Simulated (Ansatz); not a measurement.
# FH2OPSi: up Jacob's ladder to CCSD(T), part 2 of 2

Ansatz 0.2.0, Gaussian basis; functionals in def2-TZVPP, the program's frozen cores in correlated methods. Earlier steps stand in the parts before.

## 16. ωB97X-V (range-separated)

Contents of in.yaml:

```yaml
crystal:
  periodic: [false, false, false]
  atoms:
    - {symbol: F, position_ang: [-2.030271, -0.732542, 0.058063]}
    - {symbol: Si, position_ang: [-1.539371, 0.208812, -1.161098]}
    - {symbol: O, position_ang: [-0.051042, 0.660816, -0.657271]}
    - {symbol: P, position_ang: [0.954839, 0.529278, 0.656882]}
    - {symbol: H, position_ang: [2.099492, 0.050620, -0.040442]}
    - {symbol: H, position_ang: [0.608554, -0.780984, 1.097764]}
basis:
  gaussian: {orbitals: def2-TZVPP}
hamiltonian: {xc: {name: wB97X-V}}
output: {orbitals: {seedname: orbitals}}
```

Run with:

```
$ ansatz run in.yaml --threads 2 --pin off --events-out ev --progress --plain --max-ram 4352MiB
```

The program printed, shortened:

```text
Functional definition: wB97X-V
  name "wB97X-V"
  cite "Mardirossian & Head-Gordon, Phys. Chem. Chem. Phys. 16, 9904 (2014) doi:10.1039/C3CP54374A"
  cite "Becke, J. Chem. Phys. 107, 8554 (1997) doi:10.1063/1.475007"
  cite "Vydrov & Van Voorhis, J. Chem. Phys. 133, 244103 (2010) doi:10.1063/1.3521275"
[...]
      + integral(e_c_pw_opposite_spin*poly(b97_u_opposite, cos0, cos1)) + vv10(b, c)
1008 factors; their error is unknown
193 factors; integrals over basis functions are off by at most 1.0e-5 eV
[...]
mean field -21963.24437968 eV, -807.1343437313 hartree, gradient 7.0e-5 eV, S^2 0.000000; 0 other end points of the search recorded, 0 dependent functions left out
reference -21963.24437798 eV, -807.1343436692 hartree; 24, 24 occupied and 150, 150 virtual orbitals, 1008 factors
Total energy: -21963.24437798 eV, -807.1343436692 hartree
```

Run time: 7 s. Hardware: 2 threads of Arm Neoverse V1, shared host; peak memory 0.44 GiB.

Atomisation energy: 2132.7 kJ/mol (free atoms -21941.140 eV, run apart). HOMO -9.78 eV, LUMO 0.41 eV.

## 17. ωB97M-V (range-separated)

Changes to in.yaml since step 16:

```diff
@@ -11,3 +11,3 @@
   gaussian: {orbitals: def2-TZVPP}
-hamiltonian: {xc: {name: wB97X-V}}
-output: {orbitals: {seedname: orbitals}}
+hamiltonian: {xc: {name: wB97M-V}}
+output: {forces: true, orbitals: {seedname: orbitals}}
```

The command is unchanged.

The program printed, shortened:

```text
Functional definition: wB97M-V
  name "wB97M-V"
  cite "Mardirossian & Head-Gordon, J. Chem. Phys. 144, 214110 (2016) doi:10.1063/1.4952647"
  cite "Becke, J. Chem. Phys. 107, 8554 (1997) doi:10.1063/1.475007"
  cite "Vydrov & Van Voorhis, J. Chem. Phys. 133, 244103 (2010) doi:10.1063/1.3521275"
  # Of w^i u^j: cxij and so on, Table III.
[...]
  gx(w, u) = 1 - cx + cx01*u + cx10*w
  gss(w, u) = css00 + css04*u^4 + css10*w + css20*w^2 + css43*w^4*u^3
  gos(w, u) = cos00 + cos10*w + (cos20 + cos21*u)*w^2 + (cos60 + cos61*u)*w^6
[...]
      + integral(e_c_pw_mod_opposite_spin*gos(b97_w_opposite, b97_u_opposite)) + vv10(b, c)
1003 factors; their error is unknown
193 factors; integrals over basis functions are off by at most 1.0e-5 eV
[...]
mean field -21965.58084353 eV, -807.2202071944 hartree, gradient 8.8e-5 eV, S^2 0.000000; 0 other end points of the search recorded, 0 dependent functions left out
[...]
reference -21965.58088446 eV, -807.2202086984 hartree; 24, 24 occupied and 150, 150 virtual orbitals, 1003 factors
Total energy: -21965.58088446 eV, -807.2202086984 hartree
Atom 0 at    -2.030271    -0.732542     0.058063 Å, force    -0.028563    -0.091527     0.142428 eV/Å
Atom 1 at    -1.539371     0.208812    -1.161098 Å, force    -0.066380     0.064735    -0.192753 eV/Å
Atom 2 at    -0.051042     0.660816    -0.657271 Å, force     0.038656     0.035284    -0.028893 eV/Å
Atom 3 at     0.954839     0.529278     0.656882 Å, force     0.138938    -0.159689     0.066798 eV/Å
Atom 4 at     2.099492     0.050620    -0.040442 Å, force    -0.116381     0.033543     0.068850 eV/Å
Atom 5 at     0.608554    -0.780984     1.097764 Å, force     0.033730     0.117655    -0.056430 eV/Å
Dipole moment:     0.161760    -0.030912    -0.049956 e Å
```

Wall time 9.5 s (2 threads of Arm Neoverse V1, shared host); peak memory 0.45 GiB.

With the free atoms at this level, -21943.387 eV in sum, the atomisation energy is 2141.4 kJ/mol. HOMO -9.62 eV, LUMO 0.31 eV.

## 18. B2PLYP (double hybrid)

Changes to in.yaml since step 17:

```diff
@@ -11,3 +11,2 @@
   gaussian: {orbitals: def2-TZVPP}
-hamiltonian: {xc: {name: wB97M-V}}
-output: {forces: true, orbitals: {seedname: orbitals}}
+hamiltonian: {xc: {name: B2PLYP}}
```

Launched as before.

The program printed, shortened:

```text
Functional definition: B2PLYP
  name "B2PLYP"
  cite "Grimme, J. Chem. Phys. 124, 034108 (2006) doi:10.1063/1.2148954"
  cite "Becke, Phys. Rev. A 38, 3098 (1988) doi:10.1103/PhysRevA.38.3098"
  cite "Lee, Yang & Parr, Phys. Rev. B 37, 785 (1988) doi:10.1103/PhysRevB.37.785"
[...]
1056 factors; integrals over basis functions are off by at most 9.7e-4 eV
[...]
mean field -21951.94352799 eV, -806.7190450920 hartree, gradient 6.7e-6 eV, S^2 0.000000; 0 other end points of the search recorded, 0 dependent functions left out
12 core orbitals not correlated: weight in the atoms' cores, before any rotation towards them, 1.000 or more for the frozen orbitals, at most 0.000 for the correlated occupied ones
reference -21951.94367738 eV, -806.7190505819 hartree; 12, 12 occupied and 150, 150 virtual orbitals, 1056 factors
second order -24.15437293 eV of doubles, -0.00000000 eV of singles
Total energy: -21958.46535807 eV, -806.9587179268 hartree
```

Run time: 4.5 s. Hardware: 2 threads of Arm Neoverse V1, shared host.

Atomisation energy: 2085.2 kJ/mol (free atoms -21936.854 eV, run apart).

## 19. PBE-QIDH (double hybrid)

Changes to in.yaml since step 18:

```diff
@@ -11,2 +11,2 @@
   gaussian: {orbitals: def2-TZVPP}
-hamiltonian: {xc: {name: B2PLYP}}
+hamiltonian: {xc: {name: PBE-QIDH}}
```

Launched as before.

The program printed, shortened:

```text
Functional definition: PBE-QIDH
  name "PBE-QIDH"
  cite "Brémond, Sancho-García, Pérez-Jiménez & Adamo, J. Chem. Phys. 141, 031101 (2014) doi:10.1063/1.4890314"
  cite "Perdew, Burke & Ernzerhof, Phys. Rev. Lett. 77, 3865 (1996) doi:10.1103/PhysRevLett.77.3865"
[...]
1056 factors; integrals over basis functions are off by at most 9.7e-4 eV
[...]
mean field -21943.17828692 eV, -806.3969284239 hartree, gradient 1.5e-6 eV, S^2 0.000000; 0 other end points of the search recorded, 0 dependent functions left out
12 core orbitals not correlated: weight in the atoms' cores, before any rotation towards them, 1.000 or more for the frozen orbitals, at most 0.000 for the correlated occupied ones
reference -21943.17829790 eV, -806.3969288275 hartree; 12, 12 occupied and 150, 150 virtual orbitals, 1056 factors
second order -22.42515774 eV of doubles, -0.00000000 eV of singles
Total energy: -21950.65335048 eV, -806.6716319430 hartree
```

Wall time 4.7 s (2 threads of Arm Neoverse V1, shared host).

Atomisation energy: 2052.0 kJ/mol (free atoms -21929.386 eV, run apart).

## 20. Frontier levels by functional

Dipoles come from the runs that computed forces. Levels, from each run's orbital file:

| functional | HOMO (eV) | LUMO (eV) | gap (eV) | dipole (D) |
| --- | --- | --- | --- | --- |
| LDA (SPW92) | -6.41 | -2.71 | 3.70 |  |
| PBE-D4 | -6.30 | -2.54 | 3.76 | 0.88 |
| revPBE-D4 | -6.26 | -2.48 | 3.78 |  |
| BLYP-D4 | -6.17 | -2.40 | 3.77 |  |
| r2SCAN-D4 | -6.55 | -2.45 | 4.10 | 0.93 |
| B97M-V | -6.61 | -2.42 | 4.19 |  |
| PBE0-D4 | -7.46 | -1.72 | 5.74 |  |
| B3LYP-D4 | -7.26 | -1.91 | 5.35 | 0.87 |
| r2SCANh-D4 | -6.97 | -2.13 | 4.84 |  |
| r2SCAN0-D4 | -7.62 | -1.66 | 5.96 |  |
| HSE06-D4 | -7.06 | -2.10 | 4.96 |  |
| BHLYP-D4 | -8.52 | -0.81 | 7.71 |  |
| CAM-B3LYP-D4 | -8.79 | -0.61 | 8.18 |  |
| LC-ωPBE | -10.14 | 0.50 | 10.64 |  |
| ωB97X-V | -9.78 | 0.41 | 10.19 |  |
| ωB97M-V | -9.62 | 0.31 | 9.92 | 0.83 |

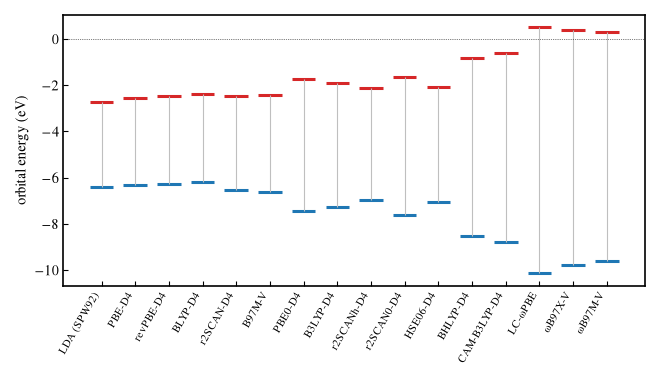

Highest occupied (blue) and lowest empty (red) level by functional.

## 21. CCSD(T) in def2-SVP

Changes to in.yaml since step 19:

```diff
@@ -10,3 +10,3 @@
 basis:
-  gaussian: {orbitals: def2-TZVPP}
-hamiltonian: {xc: {name: PBE-QIDH}}
+  gaussian: {orbitals: def2-SVP}
+correlation: {method: ccsd_t}
```

Launched as before.

The program printed, shortened:

```text
Functional definition: HF
  name "HF"
  cite "Fock, Z. Phys. 61, 126 (1930) doi:10.1007/BF01340294"
  parent pbe
[...]
686 factors; integrals over basis functions are off by at most 1.1e-3 eV
[...]
mean field -21901.55928690 eV, -804.8674583834 hartree, gradient 2.5e-6 eV, S^2 0.000000; 0 other end points of the search recorded, 0 dependent functions left out
12 core orbitals not correlated: weight in the atoms' cores, before any rotation towards them, 1.000 or more for the frozen orbitals, at most 0.000 for the correlated occupied ones
reference -21901.55928690 eV, -804.8674583834 hartree; 12, 12 occupied and 50, 50 virtual orbitals, 686 factors
second order -15.26792243 eV of doubles, -0.00000000 eV of singles
cycle   1  -15.61546953 eV  change   -3.5e-1 eV  update   1.1e-1
[...]
cycle  10  -16.21278650 eV  change   -3.2e-6 eV  update   1.4e-5
perturbative correction -0.38084571 eV, -0.0139958216 hartree
Total energy: -21918.15291910 eV, -805.4772631193 hartree
```

Wall time 1.6 s (2 threads of Arm Neoverse V1, shared host).

## 22. CCSD(T) in def2-TZVPP

Changes to in.yaml since step 21:

```diff
@@ -10,3 +10,4 @@
 basis:
-  gaussian: {orbitals: def2-SVP}
+  gaussian: {orbitals: def2-TZVPP}
 correlation: {method: ccsd_t}
+output: {orbitals: {seedname: orbitals}}
```

Launched as before.

The program printed, shortened:

```text
Functional definition: HF
  name "HF"
  cite "Fock, Z. Phys. 61, 126 (1930) doi:10.1007/BF01340294"
  parent pbe
[...]
1056 factors; integrals over basis functions are off by at most 9.7e-4 eV
[...]
mean field -21914.10871554 eV, -805.3286413795 hartree, gradient 2.7e-6 eV, S^2 0.000000; 0 other end points of the search recorded, 0 dependent functions left out
12 core orbitals not correlated: weight in the atoms' cores, before any rotation towards them, 1.000 or more for the frozen orbitals, at most 0.000 for the correlated occupied ones
reference -21914.10871554 eV, -805.3286413795 hartree; 12, 12 occupied and 150, 150 virtual orbitals, 1056 factors
second order -19.90479648 eV of doubles, -0.00000000 eV of singles
cycle   1  -20.01428113 eV  change   -1.1e-1 eV  update   1.2e-1
[...]
cycle  10  -20.69692902 eV  change   -6.5e-7 eV  update   1.7e-5
perturbative correction -0.76575167 eV, -0.0281408548 hartree
Total energy: -21935.57139622 eV, -806.1173803468 hartree
```

It took 37 s on 2 threads of Arm Neoverse V1, shared host; peak memory 1.5 GiB.

## 23. MP2 in def2-QZVPP

Changes to in.yaml since step 22:

```diff
@@ -10,4 +10,3 @@
 basis:
-  gaussian: {orbitals: def2-TZVPP}
-correlation: {method: ccsd_t}
-output: {orbitals: {seedname: orbitals}}
+  gaussian: {orbitals: "def2-QZVPP.json"}
+correlation: {method: mp2}
```

The command is unchanged.

The program printed:

```text
Functional definition: HF
  name "HF"
  cite "Fock, Z. Phys. 61, 126 (1930) doi:10.1007/BF01340294"
  parent pbe
  exchange = exact_x
  correlation = 0
1900 factors; integrals over basis functions are off by at most 6.0e-4 eV
mean field evaluation 1: about -21911.1962 eV, gradient 4.3e1 eV
mean field evaluation 2: about -21911.3305 eV, gradient 4.3e1 eV
mean field evaluation 4: about -21914.8127 eV, gradient 3.4e0 eV
mean field evaluation 8: about -21914.8778 eV, gradient 4.2e-1 eV
mean field -21914.87865954 eV, -805.3569362999 hartree, gradient 7.1e-6 eV, S^2 0.000000; 0 other end points of the search recorded, 0 dependent functions left out
12 core orbitals not correlated: weight in the atoms' cores, before any rotation towards them, 1.000 or more for the frozen orbitals, at most 0.000 for the correlated occupied ones
reference -21914.87865954 eV, -805.3569362999 hartree; 12, 12 occupied and 290, 290 virtual orbitals, 1900 factors
second order -21.64092618 eV of doubles, -0.00000000 eV of singles
Total energy: -21936.51958572 eV, -806.1522256682 hartree
```

It took 12 s on 2 threads of Arm Neoverse V1, shared host; peak memory 1.1 GiB.

The pieces so far (eV):

| basis | HF | MP2 correlation | CCSD correlation | (T) | total |
| --- | --- | --- | --- | --- | --- |
| def2-SVP | -21901.5593 | -15.2679 | -16.2128 | -0.3808 | -21918.1529 |
| def2-TZVPP | -21914.1087 | -19.9048 | -20.6969 | -0.7658 | -21935.5714 |
| def2-QZVPP | -21914.8787 | -21.6409 |  |  | -21936.5196 (MP2) |

The report of the def2-TZVPP run gives T1 = 0.0156.

## 24. Extrapolating to the complete basis

This step is arithmetic on the last runs, with X = 3 and 4: exp(−7.88√X) for Hartree-Fock, X^−2.97 for correlation; only MP2 was run in the larger set, so CCSD(T) minus MP2 is added from the smaller one.

| level | energy at the limit (eV) |
| --- | --- |
| HF | -21914.9847 |
| MP2 | -21937.9117 |
| CCSD | -21938.7038 |
| CCSD(T) | -21939.4695 |

## 25. RPA on PBE orbitals

Changes to in.yaml since step 23:

```diff
@@ -10,3 +10,4 @@
 basis:
-  gaussian: {orbitals: "def2-QZVPP.json"}
-correlation: {method: mp2}
+  gaussian: {orbitals: def2-TZVPP}
+hamiltonian: {xc: pbe}
+correlation: {method: rpa}
```

Same command.

The program printed, shortened:

```text
Functional definition: PBE
  name "PBE"
  cite "Perdew, Burke & Ernzerhof, Phys. Rev. Lett. 77, 3865 (1996) doi:10.1103/PhysRevLett.77.3865"
  parent pbe
[...]
1056 factors; integrals over basis functions are off by at most 9.7e-4 eV
[...]
mean field -21954.57463236 eV, -806.8157363939 hartree, gradient 3.8e-6 eV, S^2 0.000000; 0 other end points of the search recorded, 0 dependent functions left out
12 core orbitals not correlated: weight in the atoms' cores, before any rotation towards them, 1.000 or more for the frozen orbitals, at most 0.000 for the correlated occupied ones
reference -21912.45396018 eV, -805.2678302419 hartree; 12, 12 occupied and 150, 150 virtual orbitals, 1056 factors
Total energy: -21944.50816335 eV, -806.4458004812 hartree
```

Wall time 4 s (2 threads of Arm Neoverse V1, shared host).

RPA correlation: -32.054 eV. No RPA run of the hydrogen atom was made, so RPA has no atomisation energy below.

## 26. All levels against the reference

Atomisation energy = energies of 1 F, 1 Si, 1 O, 1 P, 2 H (separate runs, same level) minus the molecule's; electronic only, no spin-orbit term.

Differences are taken before rounding.

| method | rung | atoms, summed (eV) | atomisation energy (kJ/mol) | from CCSD(T)/CBS (kJ/mol) | time |
| --- | --- | --- | --- | --- | --- |
| LDA (SPW92) | LDA | -21844.484 | 2462.8 | +349.2 | 1 s |
| PBE-D4 | GGA | -21932.484 | 2145.2 | +31.6 | 2.1 s |
| revPBE-D4 | GGA | -21941.373 | 2079.7 | -33.9 | 1.8 s |
| BLYP-D4 | GGA | -21945.506 | 2138.4 | +24.9 | 1.7 s |
| r2SCAN-D4 | meta-GGA | -21942.317 | 2097.4 | -16.2 | 4.6 s |
| B97M-V | meta-GGA | -21939.584 | 2127.6 | +14.1 | 9.5 s |
| PBE0-D4 | hybrid | -21934.592 | 2071.5 | -42.0 | 2.6 s |
| B3LYP-D4 | hybrid | -21947.164 | 2113.5 | 0.0 | 3.2 s |
| r2SCANh-D4 | hybrid | -21942.189 | 2071.4 | -42.2 | 4.8 s |
| r2SCAN0-D4 | hybrid | -21942.008 | 2034.4 | -79.1 | 4.7 s |
| HSE06-D4 | hybrid | -21934.007 | 2073.3 | -40.2 | 2.8 s |
| BHLYP-D4 | hybrid | -21945.010 | 2019.8 | -93.7 | 2.3 s |
| CAM-B3LYP-D4 | range-separated | -21945.032 | 2128.8 | +15.2 | 2.8 s |
| LC-ωPBE | range-separated | -21937.906 | 2071.4 | -42.2 | 2.2 s |
| ωB97X-V | range-separated | -21941.140 | 2132.7 | +19.2 | 7 s |
| ωB97M-V | range-separated | -21943.387 | 2141.4 | +27.9 | 9.5 s |
| B2PLYP | double hybrid | -21936.854 | 2085.2 | -28.3 | 4.5 s |
| PBE-QIDH | double hybrid | -21929.386 | 2052.0 | -61.5 | 4.7 s |
| HF/def2-TZVPP | wavefunction | -21899.390 | 1420.1 | -693.4 |  |
| MP2/def2-TZVPP | wavefunction | -21912.415 | 2083.9 | -29.6 |  |
| CCSD/def2-TZVPP | wavefunction | -21914.182 | 1989.9 | -123.7 |  |
| CCSD(T)/def2-SVP | wavefunction | -21898.723 | 1874.7 | -238.9 | 1.6 s |
| CCSD(T)/def2-TZVPP | wavefunction | -21914.526 | 2030.6 | -82.9 | 37 s |
| MP2/CBS | wavefunction | -21915.453 | 2166.9 | +53.3 |  |
| CCSD(T)/CBS | wavefunction | -21917.564 | 2113.6 | 0 | 49 s |

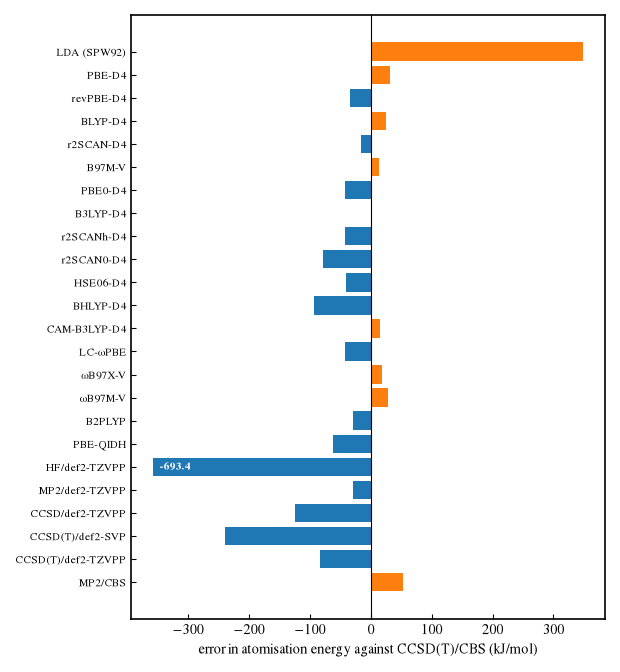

Deviations from CCSD(T)/CBS, method by method. Bars with a number in them are cut short.

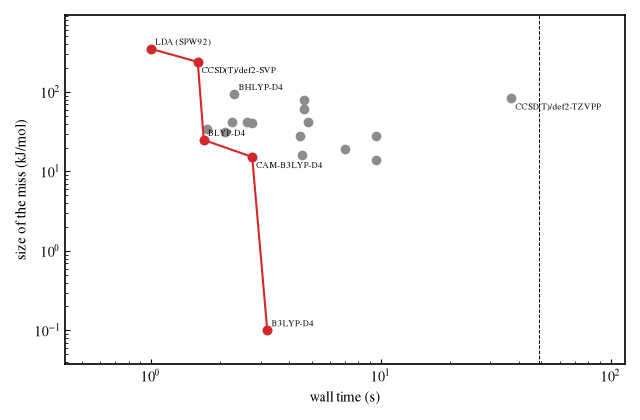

Miss against cost. Red marks the levels that no quicker level drawn beats (of those quicker than the yardstick), and the dashed line is the time of CCSD(T)/CBS. Only those levels and the largest misses are named. Misses under 0.1 kJ/mol are drawn at that value. Times are from a shared host.

LDA (SPW92), LC-ωPBE, B2PLYP, PBE-QIDH carry no dispersion term (for B3LYP, D4 adds 22.6 kJ/mol).

Times are those of the molecule's run; HF, MP2 and CCSD come out of the CCSD(T) runs, and the limit's time is the sum of the runs that it needs.

## 27. Outcome

This closing draws on all 2 parts.

| quantity | value |
| --- | --- |
| atomisation energy, CCSD(T)/CBS | 2113.6 kJ/mol |
| functionals within 10.6 kJ/mol (0.5 %) | B3LYP-D4 |
| farthest beyond LDA | BHLYP-D4 (-93.7 kJ/mol) |
| mean size of error, GGA | 30.1 kJ/mol |
| mean size of error, meta-GGA | 15.1 kJ/mol |
| mean size of error, hybrid | 49.6 kJ/mol |
| mean size of error, range-separated | 26.1 kJ/mol |
| mean size of error, double hybrid | 44.9 kJ/mol |
| gap, smallest and largest | 3.70 eV (LDA (SPW92)), 10.64 eV (LC-ωPBE) |
| T1 diagnostic | 0.0156 |
| triples share of the correlation energy | 3.6 % |

What this shows: LDA overbinds by 349.2 kJ/mol (17 %). PBE-D4 misses by +31.6 kJ/mol. Double hybrids carry the basis error of their MP2 part in triple zeta, and no dispersion term here, so their miss is partly the set-up's. Taken by rung, meta-GGA functionals do best (15.1 kJ/mol on average) and hybrid ones worst beyond LDA (49.6 kJ/mol). The mean of the hybrids holds BHLYP, with half exact exchange. The reference freezes the cores and leaves out relativity and excitations past (T), so misses under about 10.6 kJ/mol can't be ranked. Hartree-Fock recovers 67 % of the binding; the rest is correlation. CCSD(T) in def2-SVP is off by -238.9 kJ/mol, more than most functionals: a good method in a small basis is no reference. Orbital gaps span 3.7 to 10.6 eV; exact exchange widens them.

For cost: B3LYP-D4 gets within 0.0 kJ/mol in 3.2 s, where CCSD(T)/CBS took 49 s; the quickest level in the cost chart, LDA (SPW92), takes 1 s and misses by 349.2 kJ/mol.
